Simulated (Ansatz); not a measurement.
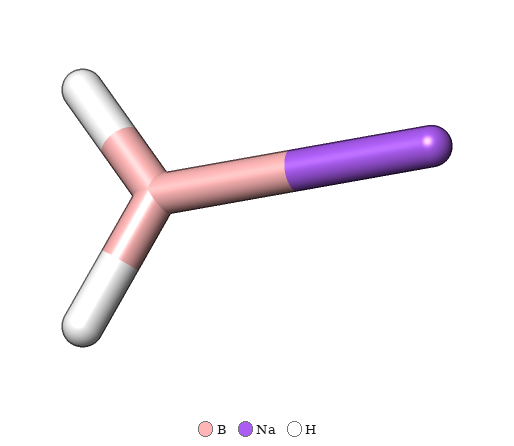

Stick drawing of a structure. Every bond is drawn as one stick, whatever its order.

Identify the structure.

It has 4 atoms: 1 boron, 2 hydrogen and 1 sodium (BH₂Na). This geometry has C2v symmetry. All atoms lie on one plane. Coordination: 1 B trigonal planar.

More results for the same structure follow; atom numbers are the same in all pictures, views and colours differ. The geometry was computed by an optimisation with PBE0-D4/def2-TZVP. No frequency run is at hand to confirm it as a minimum.

Charges

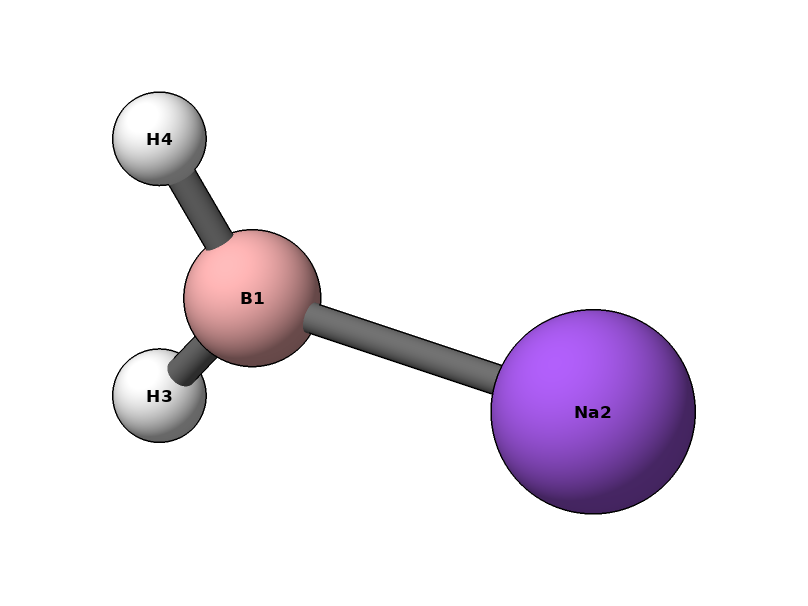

The questions are on Mulliken charges. No frequency run is at hand to confirm it as a minimum. Level of theory: RKS PBE0-D4/def2-TZVP (Ansatz 0.2.0).

Give the Mulliken charges atom by atom.

```tsv
atom	value (e)
B1	−0.43
Na2	0.42
H3	0.01
H4	0.01
```

Electronic properties

No frequency run is at hand to confirm it as a minimum. Level of theory: RKS PBE0-D4/def2-TZVPP (Ansatz 0.2.0).

**What is the HOMO–LUMO gap?**

3.36 eV.

**Estimate the HOMO energy (Kohn–Sham orbital).**

−4.57 eV.

Dipole moment

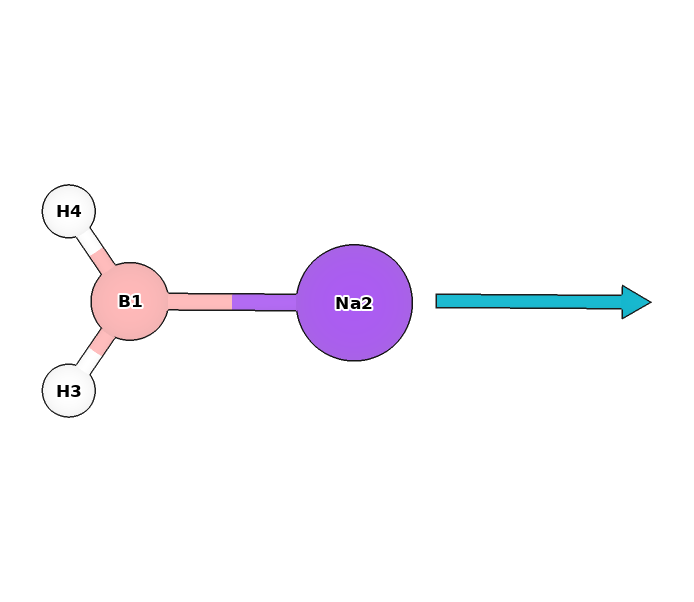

The arrow beside the molecule shows the direction of the dipole moment, from the negative to the positive end (its length means nothing). No frequency run is at hand to confirm it as a minimum. Properties computed with RKS PBE0-D4/def2-TZVP (Ansatz 0.2.0).

**Estimate the dipole moment.**

5.39 D; it points from the side of H3, H4 to the side of Na2 (the outermost atoms at the two ends).

Mulliken values depend strongly on the basis set and can even reverse the polarity of a bond.
